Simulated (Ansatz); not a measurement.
# Geometry relaxation, with input and output: Si3H10O (part 1 of 5)

Si3H10O, computed with RKS PBE0-D4/def2-TZVP (Ansatz 0.2.0).

The geometry is a transition state displaced along its imaginary mode. The reaction was set up to form Si1–O7 and H2–H6 and to break Si1–H2 and H6–O7 (atoms counted from 1 in the order of the input); sticks are drawn by distance alone. Figures and captions count atoms from 1; the log counts them from 0 in places.

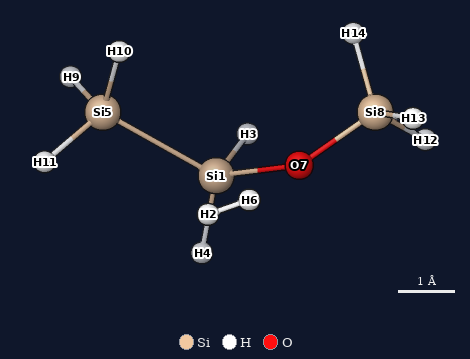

**Figure 1.** The structure as given in the input (ball-and-stick view, seen at a tilt; atoms are numbered from 1 in the order of the input).

### Summary

```tsv
quantity	value
outcome	converged
total energy	−25833.4232 eV
mean-field energy	−25833.1458 eV
dispersion energy	−0.2774 eV
SCF solution under orbital rotations	stable
largest force (length of the vector) at the end	0.004 eV/Å
dipole moment	0.25 D
hardware	8 threads of Arm Neoverse V1, 23 GiB of memory available, shared host
wall time	3.4 min (CPU time 24 min)
peak memory	0.61 GiB
```

### Input
```yaml
crystal:
  periodic: [false, false, false]
  atoms:
    - {symbol: Si, position_ang: [-0.930625, 0.170115, 0.243587]}
    - {symbol: H, position_ang: [-0.493907, -1.636802, 0.727249]}
    - {symbol: H, position_ang: [-0.903520, 1.431150, -0.521252]}
    - {symbol: H, position_ang: [-2.378113, -0.186103, 0.371439]}
    - {symbol: Si, position_ang: [0.003479, 0.756867, 2.342306]}
    - {symbol: H, position_ang: [-0.203453, -1.580262, 0.004735]}
    - {symbol: O, position_ang: [-0.051709, -0.701336, -1.022502]}
    - {symbol: Si, position_ang: [0.861430, -0.309314, -2.349760]}
    - {symbol: H, position_ang: [-0.254059, 2.192164, 2.673376]}
    - {symbol: H, position_ang: [1.477065, 0.569450, 2.263181]}
    - {symbol: H, position_ang: [-0.508863, -0.077667, 3.464023]}
    - {symbol: H, position_ang: [-0.036519, 0.127069, -3.448385]}
    - {symbol: H, position_ang: [1.607864, -1.528546, -2.754070]}
    - {symbol: H, position_ang: [1.810830, 0.773315, -1.994028]}
basis:
  gaussian: {orbitals: def2-TZVP}
hamiltonian: {xc: pbe0, dispersion: d4}
relax: {f_tol: 0.005, max_steps: 200}
```

Launch command:
```bash
ansatz run in.yaml --threads 8 --pin off --events-out ev --progress --plain --max-ram 19148MiB
```

### Log
```
Functional definition: PBE0
  name "PBE0"
  cite "Adamo & Barone, J. Chem. Phys. 110, 6158 (1999) doi:10.1063/1.478522"
  cite "Perdew, Burke & Ernzerhof, Phys. Rev. Lett. 77, 3865 (1996) doi:10.1103/PhysRevLett.77.3865"
  parent pbe
  parameter a = 0.25
  parameter kappa = 0.804
  parameter beta = 0.06672455060314922
  exchange = (1 - a)*pbe_x(kappa = kappa, mu = beta*pi^2/3) + a*exact_x
  correlation = pbe_c(beta = beta)
1395 factors; their error is unknown
mean field evaluation 1: about -25827.1863 eV, gradient 5.0e1 eV
mean field evaluation 2: about -25815.5294 eV, gradient 9.3e1 eV
mean field evaluation 4: about -25831.3211 eV, gradient 1.8e0 eV
mean field evaluation 8: about -25831.3300 eV, gradient 5.2e-2 eV
mean field evaluation 16: about -25831.4328 eV, gradient 5.7e-5 eV
mean field -25831.43281971 eV, -949.2876469502 hartree, gradient 5.7e-5 eV, S^2 0.000000; 0 other end points of the search recorded, 0 dependent functions left out
the calculation of the forces begins
reference -25831.43286211 eV, -949.2876485085 hartree; 30, 30 occupied and 172, 172 virtual orbitals, 1395 factors
relax step   1: F+E_penalty+E_count = -25831.70373656 eV  Δ(F+E_penalty+E_count) = +0.000e0 eV  max|allowed force component| = 1.858e0 eV/Å  Δτ_max = 0.0000 Å  (26 SCF iters, accepted)
these checks for a lower state are left out or cut short: starts, cluster_reference, orbital_swaps, neighbouring_geometries, increment
1395 factors; their error is unknown
mean field -25831.97134427 eV, -949.3074373628 hartree, gradient 2.5e-5 eV, S^2 0.000000; 0 other end points of the search recorded, 0 dependent functions left out
the calculation of the forces begins
reference -25831.97138660 eV, -949.3074389184 hartree; 30, 30 occupied and 172, 172 virtual orbitals, 1395 factors
relax step   2: F+E_penalty+E_count = -25832.24771685 eV  Δ(F+E_penalty+E_count) = -5.440e-1 eV  max|allowed force component| = 1.851e0 eV/Å  Δτ_max = 0.1974 Å  (28 SCF iters, accepted)
[... from here on the SCF iterations and repeated set-up lines of each step are left out, up to the last step ...]
relax step   3: F+E_penalty+E_count = -25832.76221928 eV  Δ(F+E_penalty+E_count) = -5.145e-1 eV  max|allowed force component| = 1.947e0 eV/Å  Δτ_max = 0.1995 Å  (28 SCF iters, accepted)
relax step   4: F+E_penalty+E_count = -25833.08841860 eV  Δ(F+E_penalty+E_count) = -3.262e-1 eV  max|allowed force component| = 8.737e-1 eV/Å  Δτ_max = 0.1948 Å  (28 SCF iters, accepted)
relax step   5: F+E_penalty+E_count = -25833.25444500 eV  Δ(F+E_penalty+E_count) = -1.660e-1 eV  max|allowed force component| = 3.661e-1 eV/Å  Δτ_max = 0.1999 Å  (28 SCF iters, accepted)
relax step   6: F+E_penalty+E_count = -25833.33448220 eV  Δ(F+E_penalty+E_count) = -8.004e-2 eV  max|allowed force component| = 1.618e-1 eV/Å  Δτ_max = 0.2000 Å  (28 SCF iters, accepted)
relax step   7: F+E_penalty+E_count = -25833.36481741 eV  Δ(F+E_penalty+E_count) = -3.034e-2 eV  max|allowed force component| = 1.122e-1 eV/Å  Δτ_max = 0.1998 Å  (27 SCF iters, accepted)
relax step   8: F+E_penalty+E_count = -25833.36902414 eV  Δ(F+E_penalty+E_count) = -4.207e-3 eV  max|allowed force component| = 4.135e-1 eV/Å  Δτ_max = 0.2000 Å  (27 SCF iters, accepted)
relax step   9: F+E_penalty+E_count = -25833.38586040 eV  Δ(F+E_penalty+E_count) = -1.684e-2 eV  max|allowed force component| = 1.470e-1 eV/Å  Δτ_max = 0.2000 Å  (27 SCF iters, accepted)
relax step  10: F+E_penalty+E_count = -25833.39235076 eV  Δ(F+E_penalty+E_count) = -6.490e-3 eV  max|allowed force component| = 8.769e-2 eV/Å  Δτ_max = 0.1115 Å  (27 SCF iters, accepted)
relax step  11: F+E_penalty+E_count = -25833.35613740 eV  Δ(F+E_penalty+E_count) = +3.621e-2 eV  max|allowed force component| = 1.035e0 eV/Å  Δτ_max = 0.1795 Å  (27 SCF iters, rejected (line search))
relax step  12: F+E_penalty+E_count = -25833.39801082 eV  Δ(F+E_penalty+E_count) = -5.660e-3 eV  max|allowed force component| = 4.099e-2 eV/Å  Δτ_max = 0.0897 Å  (27 SCF iters, accepted)
relax step  13: F+E_penalty+E_count = -25833.39913789 eV  Δ(F+E_penalty+E_count) = -1.127e-3 eV  max|allowed force component| = 2.871e-1 eV/Å  Δτ_max = 0.0976 Å  (27 SCF iters, accepted)
relax step  14: F+E_penalty+E_count = -25833.40109608 eV  Δ(F+E_penalty+E_count) = -1.958e-3 eV  max|allowed force component| = 1.294e-1 eV/Å  Δτ_max = 0.0387 Å  (28 SCF iters, accepted)
relax step  15: F+E_penalty+E_count = -25833.40344173 eV  Δ(F+E_penalty+E_count) = -2.346e-3 eV  max|allowed force component| = 3.776e-2 eV/Å  Δτ_max = 0.1116 Å  (26 SCF iters, accepted)
relax step  16: F+E_penalty+E_count = -25833.40467888 eV  Δ(F+E_penalty+E_count) = -1.237e-3 eV  max|allowed force component| = 2.077e-2 eV/Å  Δτ_max = 0.0486 Å  (27 SCF iters, accepted)
relax step  17: F+E_penalty+E_count = -25833.40151272 eV  Δ(F+E_penalty+E_count) = +3.166e-3 eV  max|allowed force component| = 4.098e-1 eV/Å  Δτ_max = 0.1968 Å  (26 SCF iters, rejected (line search))
relax step  18: F+E_penalty+E_count = -25833.39644578 eV  Δ(F+E_penalty+E_count) = +8.233e-3 eV  max|allowed force component| = 3.062e-1 eV/Å  Δτ_max = 0.0647 Å  (27 SCF iters, rejected (line search))
relax step  19: F+E_penalty+E_count = -25833.40540786 eV  Δ(F+E_penalty+E_count) = -7.290e-4 eV  max|allowed force component| = 6.740e-3 eV/Å  Δτ_max = 0.0322 Å  (28 SCF iters, accepted)
relax step  20: F+E_penalty+E_count = -25833.40651828 eV  Δ(F+E_penalty+E_count) = -1.110e-3 eV  max|allowed force component| = 1.172e-1 eV/Å  Δτ_max = 0.0983 Å  (27 SCF iters, accepted)
relax step  21: F+E_penalty+E_count = -25833.40693680 eV  Δ(F+E_penalty+E_count) = -4.185e-4 eV  max|allowed force component| = 6.812e-2 eV/Å  Δτ_max = 0.0381 Å  (28 SCF iters, accepted)
relax step  22: F+E_penalty+E_count = -25833.40750279 eV  Δ(F+E_penalty+E_count) = -5.660e-4 eV  max|allowed force component| = 1.711e-2 eV/Å  Δτ_max = 0.0594 Å  (28 SCF iters, accepted)
relax step  23: F+E_penalty+E_count = -25833.40779107 eV  Δ(F+E_penalty+E_count) = -2.883e-4 eV  max|allowed force component| = 1.445e-2 eV/Å  Δτ_max = 0.0482 Å  (28 SCF iters, accepted)
relax step  24: F+E_penalty+E_count = -25833.40785080 eV  Δ(F+E_penalty+E_count) = -5.973e-5 eV  max|allowed force component| = 6.498e-2 eV/Å  Δτ_max = 0.0576 Å  (28 SCF iters, accepted)
relax step  25: F+E_penalty+E_count = -25833.40798376 eV  Δ(F+E_penalty+E_count) = -1.330e-4 eV  max|allowed force component| = 2.488e-2 eV/Å  Δτ_max = 0.0115 Å  (22 SCF iters, accepted)
relax step  26: F+E_penalty+E_count = -25833.40803505 eV  Δ(F+E_penalty+E_count) = -5.128e-5 eV  max|allowed force component| = 8.229e-3 eV/Å  Δτ_max = 0.0057 Å  (22 SCF iters, accepted)
relax step  27: F+E_penalty+E_count = -25833.40807934 eV  Δ(F+E_penalty+E_count) = -4.430e-5 eV  max|allowed force component| = 9.034e-3 eV/Å  Δτ_max = 0.0128 Å  (22 SCF iters, accepted)
relax step  28: F+E_penalty+E_count = -25833.40808556 eV  Δ(F+E_penalty+E_count) = -6.224e-6 eV  max|allowed force component| = 7.789e-2 eV/Å  Δτ_max = 0.1009 Å  (27 SCF iters, accepted)
relax step  29: F+E_penalty+E_count = -25833.40827225 eV  Δ(F+E_penalty+E_count) = -1.867e-4 eV  max|allowed force component| = 2.409e-2 eV/Å  Δτ_max = 0.0325 Å  (28 SCF iters, accepted)
relax step  30: F+E_penalty+E_count = -25833.40837625 eV  Δ(F+E_penalty+E_count) = -1.040e-4 eV  max|allowed force component| = 1.044e-2 eV/Å  Δτ_max = 0.0151 Å  (28 SCF iters, accepted)
relax step  31: F+E_penalty+E_count = -25833.40854164 eV  Δ(F+E_penalty+E_count) = -1.654e-4 eV  max|allowed force component| = 4.715e-2 eV/Å  Δτ_max = 0.0679 Å  (27 SCF iters, accepted)
relax step  32: F+E_penalty+E_count = -25833.40868156 eV  Δ(F+E_penalty+E_count) = -1.399e-4 eV  max|allowed force component| = 3.708e-2 eV/Å  Δτ_max = 0.0458 Å  (27 SCF iters, accepted)
relax step  33: F+E_penalty+E_count = -25833.40886693 eV  Δ(F+E_penalty+E_count) = -1.854e-4 eV  max|allowed force component| = 4.008e-2 eV/Å  Δτ_max = 0.0305 Å  (28 SCF iters, accepted)
relax step  34: F+E_penalty+E_count = -25833.40921846 eV  Δ(F+E_penalty+E_count) = -3.515e-4 eV  max|allowed force component| = 5.258e-2 eV/Å  Δτ_max = 0.0633 Å  (27 SCF iters, accepted)
relax step  35: F+E_penalty+E_count = -25833.40946038 eV  Δ(F+E_penalty+E_count) = -2.419e-4 eV  max|allowed force component| = 5.752e-2 eV/Å  Δτ_max = 0.0451 Å  (27 SCF iters, accepted)
relax step  36: F+E_penalty+E_count = -25833.40980440 eV  Δ(F+E_penalty+E_count) = -3.440e-4 eV  max|allowed force component| = 6.506e-2 eV/Å  Δτ_max = 0.0531 Å  (27 SCF iters, accepted)
relax step  37: F+E_penalty+E_count = -25833.41008755 eV  Δ(F+E_penalty+E_count) = -2.831e-4 eV  max|allowed force component| = 6.633e-2 eV/Å  Δτ_max = 0.0452 Å  (27 SCF iters, accepted)
relax step  38: F+E_penalty+E_count = -25833.41044253 eV  Δ(F+E_penalty+E_count) = -3.550e-4 eV  max|allowed force component| = 7.214e-2 eV/Å  Δτ_max = 0.0639 Å  (27 SCF iters, accepted)
relax step  39: F+E_penalty+E_count = -25833.41082054 eV  Δ(F+E_penalty+E_count) = -3.780e-4 eV  max|allowed force component| = 6.315e-2 eV/Å  Δτ_max = 0.0329 Å  (28 SCF iters, accepted)
relax step  40: F+E_penalty+E_count = -25833.41128563 eV  Δ(F+E_penalty+E_count) = -4.651e-4 eV  max|allowed force component| = 3.865e-2 eV/Å  Δτ_max = 0.0282 Å  (28 SCF iters, accepted)
relax step  41: F+E_penalty+E_count = -25833.41186386 eV  Δ(F+E_penalty+E_count) = -5.782e-4 eV  max|allowed force component| = 2.373e-2 eV/Å  Δτ_max = 0.0607 Å  (27 SCF iters, accepted)
relax step  42: F+E_penalty+E_count = -25833.41223110 eV  Δ(F+E_penalty+E_count) = -3.672e-4 eV  max|allowed force component| = 4.781e-2 eV/Å  Δτ_max = 0.1099 Å  (28 SCF iters, accepted)
relax step  43: F+E_penalty+E_count = -25833.41251241 eV  Δ(F+E_penalty+E_count) = -2.813e-4 eV  max|allowed force component| = 2.582e-2 eV/Å  Δτ_max = 0.0057 Å  (22 SCF iters, accepted)
relax step  44: F+E_penalty+E_count = -25833.41286853 eV  Δ(F+E_penalty+E_count) = -3.561e-4 eV  max|allowed force component| = 8.800e-3 eV/Å  Δτ_max = 0.0224 Å  (28 SCF iters, accepted)
relax step  45: F+E_penalty+E_count = -25833.41329299 eV  Δ(F+E_penalty+E_count) = -4.245e-4 eV  max|allowed force component| = 2.961e-2 eV/Å  Δτ_max = 0.0965 Å  (28 SCF iters, accepted)
relax step  46: F+E_penalty+E_count = -25833.41057877 eV  Δ(F+E_penalty+E_count) = +2.714e-3 eV  max|allowed force component| = 1.748e-1 eV/Å  Δτ_max = 0.1654 Å  (27 SCF iters, rejected (line search))
relax step  47: F+E_penalty+E_count = -25833.41370076 eV  Δ(F+E_penalty+E_count) = -4.078e-4 eV  max|allowed force component| = 2.126e-2 eV/Å  Δτ_max = 0.0370 Å  (27 SCF iters, accepted)
relax step  48: F+E_penalty+E_count = -25833.41387205 eV  Δ(F+E_penalty+E_count) = -1.713e-4 eV  max|allowed force component| = 3.675e-2 eV/Å  Δτ_max = 0.0661 Å  (27 SCF iters, accepted)
relax step  49: F+E_penalty+E_count = -25833.41400267 eV  Δ(F+E_penalty+E_count) = -1.306e-4 eV  max|allowed force component| = 2.864e-2 eV/Å  Δτ_max = 0.0080 Å  (22 SCF iters, accepted)
relax step  50: F+E_penalty+E_count = -25833.41420914 eV  Δ(F+E_penalty+E_count) = -2.065e-4 eV  max|allowed force component| = 1.413e-2 eV/Å  Δτ_max = 0.0200 Å  (28 SCF iters, accepted)
relax step  51: F+E_penalty+E_count = -25833.41437683 eV  Δ(F+E_penalty+E_count) = -1.677e-4 eV  max|allowed force component| = 4.150e-2 eV/Å  Δτ_max = 0.0568 Å  (27 SCF iters, accepted)
relax step  52: F+E_penalty+E_count = -25833.41451006 eV  Δ(F+E_penalty+E_count) = -1.332e-4 eV  max|allowed force component| = 4.034e-2 eV/Å  Δτ_max = 0.0258 Å  (28 SCF iters, accepted)
relax step  53: F+E_penalty+E_count = -25833.41469657 eV  Δ(F+E_penalty+E_count) = -1.865e-4 eV  max|allowed force component| = 2.448e-2 eV/Å  Δτ_max = 0.0403 Å  (28 SCF iters, accepted)
relax step  54: F+E_penalty+E_count = -25833.41490123 eV  Δ(F+E_penalty+E_count) = -2.047e-4 eV  max|allowed force component| = 2.626e-2 eV/Å  Δτ_max = 0.0502 Å  (27 SCF iters, accepted)
relax step  55: F+E_penalty+E_count = -25833.41499792 eV  Δ(F+E_penalty+E_count) = -9.669e-5 eV  max|allowed force component| = 2.309e-2 eV/Å  Δτ_max = 0.0232 Å  (27 SCF iters, accepted)
relax step  56: F+E_penalty+E_count = -25833.41511483 eV  Δ(F+E_penalty+E_count) = -1.169e-4 eV  max|allowed force component| = 1.720e-2 eV/Å  Δτ_max = 0.0380 Å  (27 SCF iters, accepted)
relax step  57: F+E_penalty+E_count = -25833.41518888 eV  Δ(F+E_penalty+E_count) = -7.405e-5 eV  max|allowed force component| = 1.526e-2 eV/Å  Δτ_max = 0.0250 Å  (27 SCF iters, accepted)
relax step  58: F+E_penalty+E_count = -25833.41527255 eV  Δ(F+E_penalty+E_count) = -8.367e-5 eV  max|allowed force component| = 2.637e-2 eV/Å  Δτ_max = 0.0373 Å  (27 SCF iters, accepted)
relax step  59: F+E_penalty+E_count = -25833.41535114 eV  Δ(F+E_penalty+E_count) = -7.858e-5 eV  max|allowed force component| = 2.965e-2 eV/Å  Δτ_max = 0.0282 Å  (27 SCF iters, accepted)
relax step  60: F+E_penalty+E_count = -25833.41544018 eV  Δ(F+E_penalty+E_count) = -8.904e-5 eV  max|allowed force component| = 2.926e-2 eV/Å  Δτ_max = 0.0252 Å  (27 SCF iters, accepted)
relax step  61: F+E_penalty+E_count = -25833.41557444 eV  Δ(F+E_penalty+E_count) = -1.343e-4 eV  max|allowed force component| = 3.802e-2 eV/Å  Δτ_max = 0.0223 Å  (27 SCF iters, accepted)
relax step  62: F+E_penalty+E_count = -25833.41569355 eV  Δ(F+E_penalty+E_count) = -1.191e-4 eV  max|allowed force component| = 3.823e-2 eV/Å  Δτ_max = 0.0124 Å  (28 SCF iters, accepted)
relax step  63: F+E_penalty+E_count = -25833.41582352 eV  Δ(F+E_penalty+E_count) = -1.300e-4 eV  max|allowed force component| = 4.377e-2 eV/Å  Δτ_max = 0.0233 Å  (27 SCF iters, accepted)
relax step  64: F+E_penalty+E_count = -25833.41590886 eV  Δ(F+E_penalty+E_count) = -8.534e-5 eV  max|allowed force component| = 5.266e-2 eV/Å  Δτ_max = 0.0199 Å  (27 SCF iters, accepted)
relax step  65: F+E_penalty+E_count = -25833.41603727 eV  Δ(F+E_penalty+E_count) = -1.284e-4 eV  max|allowed force component| = 5.217e-2 eV/Å  Δτ_max = 0.0169 Å  (27 SCF iters, accepted)
relax step  66: F+E_penalty+E_count = -25833.41624426 eV  Δ(F+E_penalty+E_count) = -2.070e-4 eV  max|allowed force component| = 1.115e-1 eV/Å  Δτ_max = 0.0588 Å  (26 SCF iters, accepted)
relax step  67: F+E_penalty+E_count = -25833.41638896 eV  Δ(F+E_penalty+E_count) = -1.447e-4 eV  max|allowed force component| = 8.138e-2 eV/Å  Δτ_max = 0.0094 Å  (22 SCF iters, accepted)
relax step  68: F+E_penalty+E_count = -25833.41689721 eV  Δ(F+E_penalty+E_count) = -5.083e-4 eV  max|allowed force component| = 1.778e-2 eV/Å  Δτ_max = 0.0200 Å  (27 SCF iters, accepted)
relax step  69: F+E_penalty+E_count = -25833.41758719 eV  Δ(F+E_penalty+E_count) = -6.900e-4 eV  max|allowed force component| = 4.187e-2 eV/Å  Δτ_max = 0.0606 Å  (28 SCF iters, accepted)
relax step  70: F+E_penalty+E_count = -25833.41545144 eV  Δ(F+E_penalty+E_count) = +2.136e-3 eV  max|allowed force component| = 2.582e-1 eV/Å  Δτ_max = 0.1106 Å  (27 SCF iters, rejected (line search))
relax step  71: F+E_penalty+E_count = -25833.41307549 eV  Δ(F+E_penalty+E_count) = +4.512e-3 eV  max|allowed force component| = 1.691e-1 eV/Å  Δτ_max = 0.0553 Å  (28 SCF iters, rejected (line search))
relax step  72: F+E_penalty+E_count = -25833.41816978 eV  Δ(F+E_penalty+E_count) = -5.826e-4 eV  max|allowed force component| = 1.074e-2 eV/Å  Δτ_max = 0.0277 Å  (27 SCF iters, accepted)
relax step  73: F+E_penalty+E_count = -25833.41630997 eV  Δ(F+E_penalty+E_count) = +1.860e-3 eV  max|allowed force component| = 3.753e-1 eV/Å  Δτ_max = 0.0981 Å  (28 SCF iters, rejected (line search))
relax step  74: F+E_penalty+E_count = -25833.41683781 eV  Δ(F+E_penalty+E_count) = +1.332e-3 eV  max|allowed force component| = 1.034e-1 eV/Å  Δτ_max = 0.0318 Å  (27 SCF iters, rejected (line search))
relax step  75: F+E_penalty+E_count = -25833.41843425 eV  Δ(F+E_penalty+E_count) = -2.645e-4 eV  max|allowed force component| = 8.868e-3 eV/Å  Δτ_max = 0.0154 Å  (28 SCF iters, accepted)
relax step  76: F+E_penalty+E_count = -25833.41904493 eV  Δ(F+E_penalty+E_count) = -6.107e-4 eV  max|allowed force component| = 7.189e-2 eV/Å  Δτ_max = 0.0488 Å  (27 SCF iters, accepted)
relax step  77: F+E_penalty+E_count = -25833.41883233 eV  Δ(F+E_penalty+E_count) = +2.126e-4 eV  max|allowed force component| = 2.011e-1 eV/Å  Δτ_max = 0.0519 Å  (27 SCF iters, rejected (line search))
```
